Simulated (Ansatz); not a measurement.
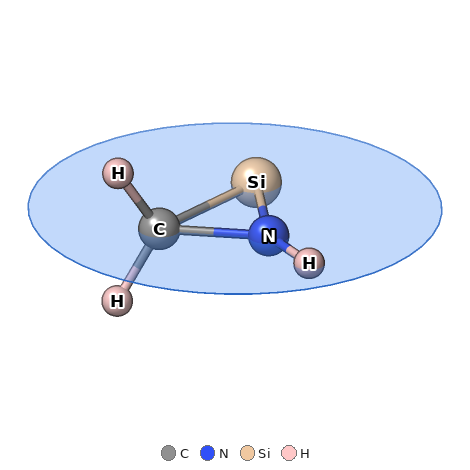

All proper rotation axes (lines) and mirror planes (discs) of the structure are drawn in. Depth is shown by fading: the farther an atom, the more it takes the colour of the background. The computed structure is the end point of a PBE-D4/def2-SVP optimisation. No frequency run is at hand to confirm it as a minimum.

Name the symmetry elements and the point group.

It has 1 mirror plane. Point group Cs. The group has 2 operations. The geometry is achiral, and symmetry allows a dipole moment.
